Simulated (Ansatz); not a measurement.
# What Ta → Ga does to KTaO3

Consider KTaO3 in the cubic perovskite structure (space group Pm-3m, No. 221; a = 3.989 Å).

Modification: every Ta is replaced by Ga, then cell and atoms are relaxed.

Method: r2SCAN, PAW, 500 eV (Ansatz, an electronic-structure program; no spin-orbit coupling), earlier PAW set. k-mesh 12×12×12 (Γ-centred); smearing 0.05 eV (Fermi–Dirac), for the changed cell.

| quantity | base | changed | shift |
|---|---|---|---|
| volume per atom | 12.70 Å³ | 12.25 Å³ | -0.45 Å³ |
| density | 7.01 g/cm³ | 4.25 g/cm³ | -2.76 g/cm³ |
| lattice parameter a | 3.989 Å | 3.942 Å | -0.047 Å |
| space group | Pm-3m (No. 221) | Pm-3m (No. 221) | – |
| shortest interatomic distance | 1.995 Å | 1.971 Å | -0.024 Å |
| band gap | 2.64 eV | zero | – |
| magnetic state | not spin-polarised | ferromagnetic | – |
| largest site moment | 0.00 μB | 0.63 μB | +0.63 μB |

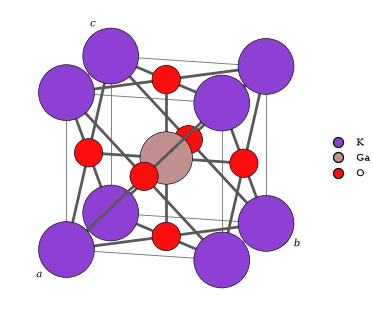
The relaxed conventional cell after the change

Cost of the whole job for the changed cell (relaxation, final SCF and bands): roughly 4 core-minutes.

The magnetic state is the one reached from the starting moments; the real material's order can differ, and small cells can't hold many antiferromagnetic ones. Spin-orbit coupling, missing from the scalar runs, can matter with Ta. No phonon test of stability was made. As relaxed here, KGaO3 is a hypothetical phase, not in the database extracts checked.
